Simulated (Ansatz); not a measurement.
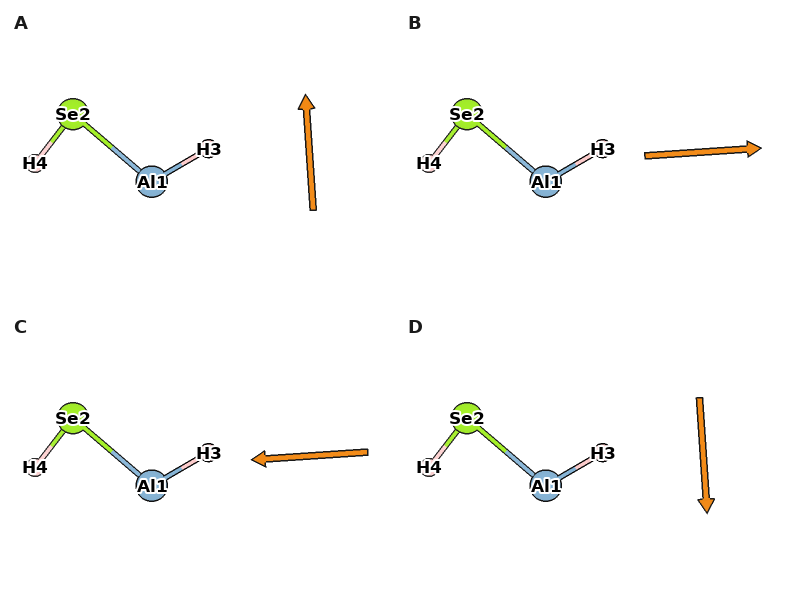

The same molecule four times, each with an arrow. The species is neutral and a spin doublet. The geometry was computed by an optimisation with PBE0-D4/def2-TZVP. No frequency run is at hand to confirm it as a minimum. Method: UKS PBE0-D4/def2-TZVP (Ansatz 0.2.0).

**Which arrow points along the dipole moment, from the negative to the positive end?**

D. The dipole moment is 1.23 D; it points from the side of Se2 to the side of Al1 (the outermost atoms at the two ends).
